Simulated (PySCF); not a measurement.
**CH$_{2}$O$_{2}$, SMILES `O=CO`: what the electrons do**

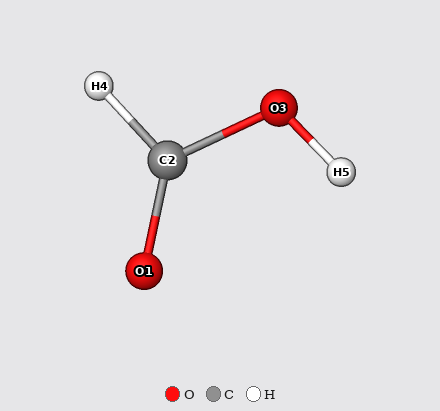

The molecule, with its atoms numbered as below. No frequency check shows the geometry to be a minimum.

Coordinates in Å:

```
O1       1.1284    0.2627    0.0000
C2       0.1311   -0.3916    0.0000
O3      -1.1021    0.0853    0.0000
H4       0.1002   -1.4918    0.0000
H5      -1.0975    1.0580    0.0000
```

### 1. Bonding charge

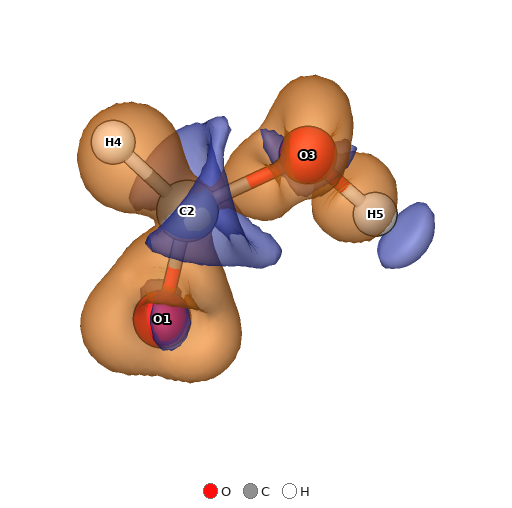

Deformation density (molecule less spherical, spin-averaged free atoms at the same positions), surfaces at ±0.1 e/Å³; orange: gain, blue: loss.

Level of theory: TPSSh/aug-cc-pVDZ (PySCF), at a geometry from GFN2-xTB.

Q: Describe the bonding that the map shows.

A: O3–H5: +0.80 e/Å³ at the bond critical point (bond length 0.97 Å). C2–H4: +0.77 e/Å³ at the bond critical point (bond length 1.10 Å). O1–C2: +0.63 e/Å³ at the bond critical point (bond length 1.19 Å). C2–O3: +0.21 e/Å³ at the bond critical point (bond length 1.32 Å). In all, 1.1 electrons gather in the regions of gain relative to the promolecule.

### 2. Bond critical points

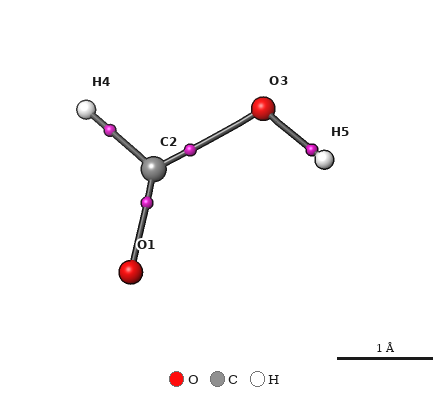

Molecular graph of the electron density (QTAIM): bond paths, bond critical points (magenta), ring points (cyan, if any); weak paths are dashed.

Q: How many critical points of each kind are there, and does the count close?

A: 5 nuclei, 4 bond, 0 ring and 0 cage critical points: 5 − 4 + 0 − 0 = 1, as the Poincaré–Hopf relation requires.

Q: What does the calculation give at each kind of bond critical point?

A:
```json
{"bond": "O1–C2", "length (Å)": "1.193", "ρ (a.u.)": "0.424", "∇²ρ (a.u.)": "+0.55", "ε": "0.08", "H (a.u.)": "−0.739"}
{"bond": "O3–H5", "length (Å)": "0.973", "ρ (a.u.)": "0.351", "∇²ρ (a.u.)": "−2.05", "ε": "0.01", "H (a.u.)": "−0.576"}
{"bond": "C2–O3", "length (Å)": "1.322", "ρ (a.u.)": "0.309", "∇²ρ (a.u.)": "−0.29", "ε": "0.04", "H (a.u.)": "−0.499"}
{"bond": "C2–H4", "length (Å)": "1.101", "ρ (a.u.)": "0.284", "∇²ρ (a.u.)": "−1.10", "ε": "0.04", "H (a.u.)": "−0.307"}
```

Q: What kind of interaction is O1–C2?

A: Polar or intermediate (positive Laplacian, negative energy density H): ρ = 0.424, ∇²ρ = +0.55, H = −0.739 a.u.

### 3. Electrostatic potential

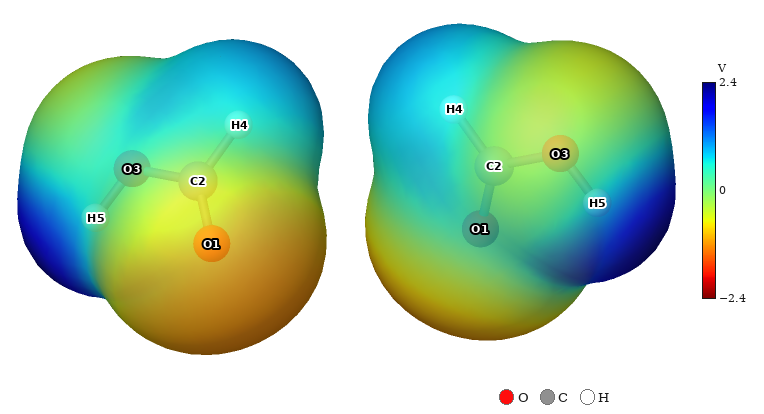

Electrostatic potential on the surface of electron density 0.001 a.u. (back view left, front view right).

Q: Where are the extremes of the potential on the surface?

A: Highest: 2.37 V, 1.2 Å from H5. Further maxima include 1.03 V, 1.3 Å from H4. Lowest: −1.35 V, 1.8 Å from O1. Further minima include −0.55 V, 1.8 Å from O3. The surface is sampled at points, so like sites can differ by a few per cent and only the strongest of them is named.

Q: What volume does the surface enclose, and what is the dipole moment?

A: About 55 Å³; the dipole moment is 1.7 D.

### 4. The π system

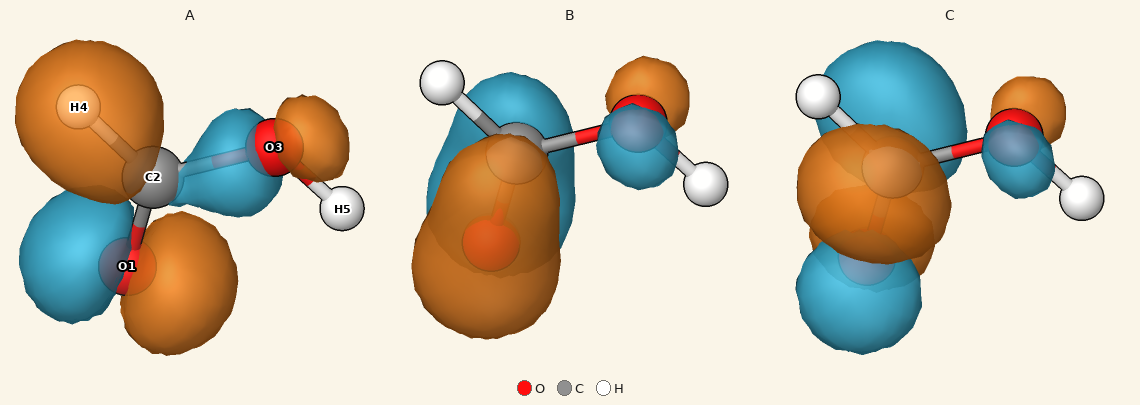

Natural orbitals of the π active space, CASSCF(4,3), triplet state at the geometry of the singlet, in order of falling occupation.

Level of theory: def2-SVPD basis (PySCF), at a geometry from GFN2-xTB.

Q: What are the natural occupation numbers?

A: A 2.00, B 1.00, C 1.00.

Q: Where does the lowest triplet lie relative to the singlet, at this geometry and within this active space?

A: 7.07 eV above it by strongly contracted NEVPT2 (+6.43 eV by CASSCF); a small basis tends to put such gaps a few tenths of an eV too high. This is a vertical energy for π states alone; a state that uses lone pairs or σ orbitals may lie lower.

### 5. Stretching a bond

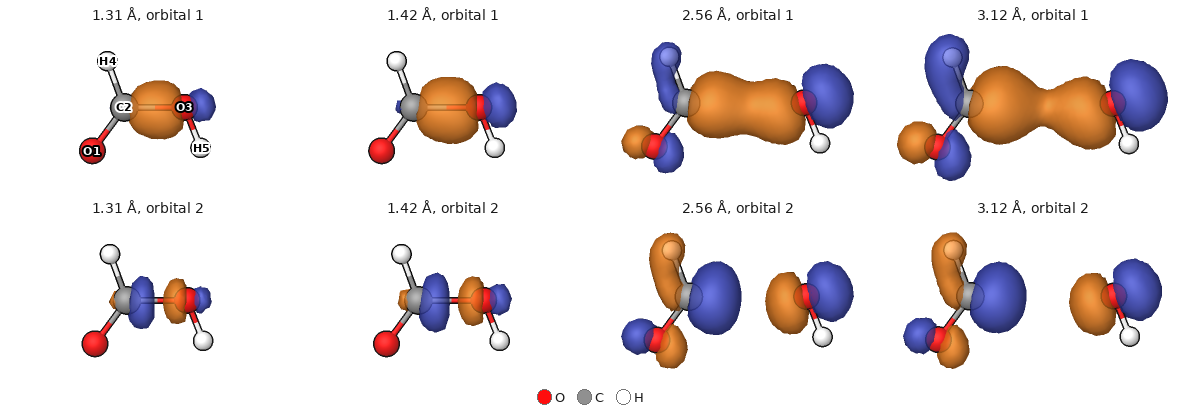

Rigid stretch of the C2–O3 bond. The two CASSCF(2,2) natural orbitals nearest half filling (orbital 1 the more occupied).

Level of theory: 6-31+G* basis (PySCF), at a geometry from GFN2-xTB.

Q: How do the occupations change along the stretch?

A: 1.31 Å: 1.99 and 0.01; 1.42 Å: 1.98 and 0.02; 2.56 Å: 1.50 and 0.50; 3.12 Å: 1.22 and 0.78. At the longest distance computed (3.98 Å) they are 1.06 and 0.94, and the effective number of unpaired electrons is 2.0.

Q: Where does the UHF solution part from RHF?

A: Between 1.70 Å (⟨S²⟩ = 0, the two coincide) and 1.92 Å (⟨S²⟩ = 0.35); at 3.98 Å ⟨S²⟩ is 1.02 and UHF lies 5.4 eV below RHF.
